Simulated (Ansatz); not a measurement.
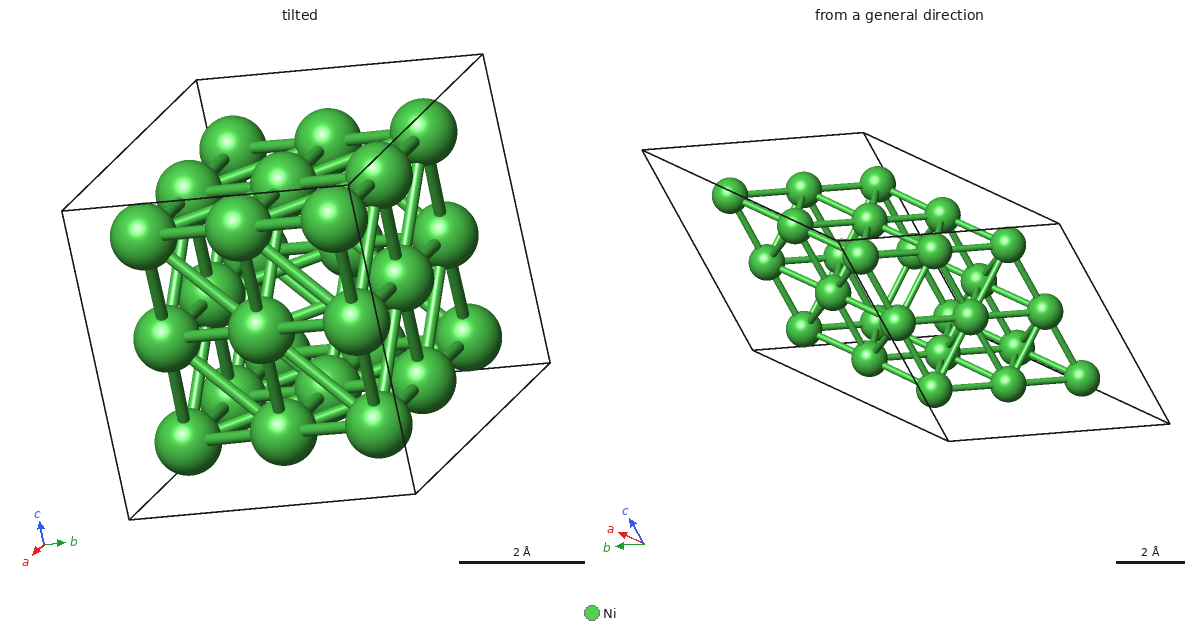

Drawn in the ball-and-stick manner and seen slightly off an axis and from a general direction. The supercell is drawn as a box. The host is Ni, in a cell of 27 sites, and the cell is neutral.

Describe the defect.

A nickel vacancy. Around the empty site lie twelve Ni at about 2.4 Å.

Computational set-up: Ansatz, DFT LDA, scalar-relativistic, plane waves, PAW, an energy cutoff of 420 eV, 5×5×5 k-points, Gaussian smearing of 0.1 eV, collinear spins.

Does the defect leave unpaired spin?

Yes, 16.6 μB in the cell.

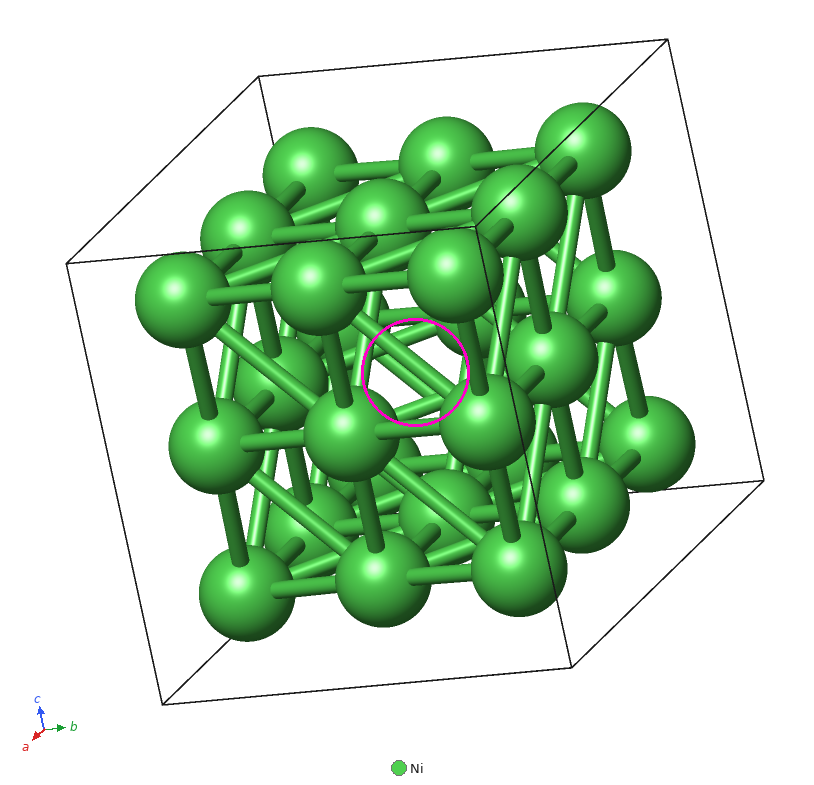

The same cell with a ring at the defect's site.

The atoms were relaxed in the host's cell with DFT LDA, scalar-relativistic, plane waves, PAW in Ansatz 0.2.0.
